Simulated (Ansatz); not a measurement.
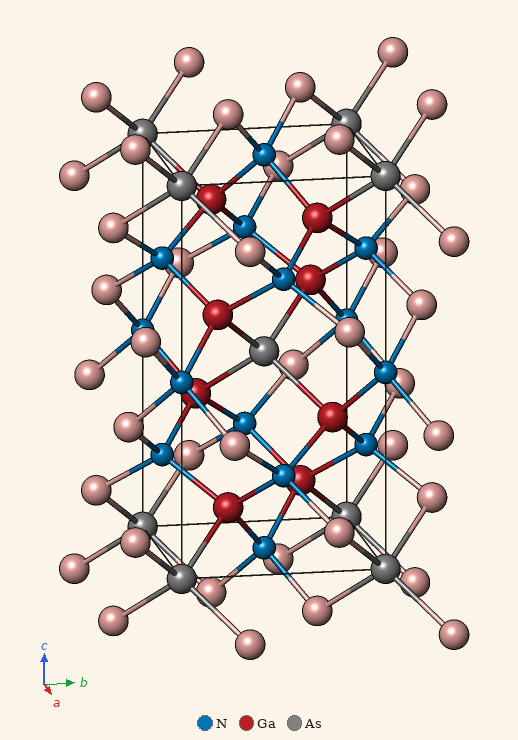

A ball-and-stick rendering, viewed slightly off an axis. The wireframe shows the conventional unit cell. Every bond is drawn to its end, so some atoms lie outside the box, in fainter colours.

Ga4AsN3, space group I-42m (No. 121), a = 4.819 Å, b = 4.819 Å, c = 9.438 Å, α = 90.00°, β = 90.00°, γ = 90.00°. Origin of the cell: a structure type filled with these elements by a generator (whether the compound takes this form wasn't checked). Earlier steps of the study, as a rule a relaxation of our own, may have changed the cell and positions, so they can lie some per cent off the listed ones. It went into a calculation with Ansatz.

This one geometry was computed with Ansatz (DFT, plane waves, PAW) at five levels of theory: PBE0, r2SCAN, HSE06, PBE with spin-orbit coupling and PBE. It was relaxed beforehand with r2SCAN.

> Which level gives the highest pressure at this volume, and what does that say about its equilibrium volume?

Highest: PBE with spin-orbit coupling (4.9 GPa) and PBE (4.9 GPa), which points to the largest equilibrium volume. Lowest, with the smallest volume: PBE0 (-0.1 GPa), r2SCAN (0.0 GPa) and HSE06 (0.1 GPa). Levels within 0.5 GPa of each other can't be told apart.

> How does the band gap change with the level of theory?

PBE with spin-orbit coupling: a gap of 0.28 eV, direct; PBE: a gap of 0.32 eV, direct; r2SCAN: a gap of 0.68 eV, direct; HSE06: a gap of 1.25 eV, direct; PBE0: a gap of 1.90 eV, direct.

> Collect the results in a table.

| level | cutoff (eV) | k-mesh of the run's cell | gap (eV) | pressure (GPa) |
| --- | --- | --- | --- | --- |
| PBE0 | 420 | 4×4×4 | 1.90 | -0.1 |
| r2SCAN | 500 | 8×8×8 | 0.68 | 0.0 |
| HSE06 | 420 | 4×4×4 | 1.25 | 0.1 |
| PBE with spin-orbit coupling | 420 | 8×8×8 | 0.28 | 4.9 |
| PBE | 420 | 8×8×8 | 0.32 | 4.9 |

Gaps are taken on the k-mesh or band path of each run.
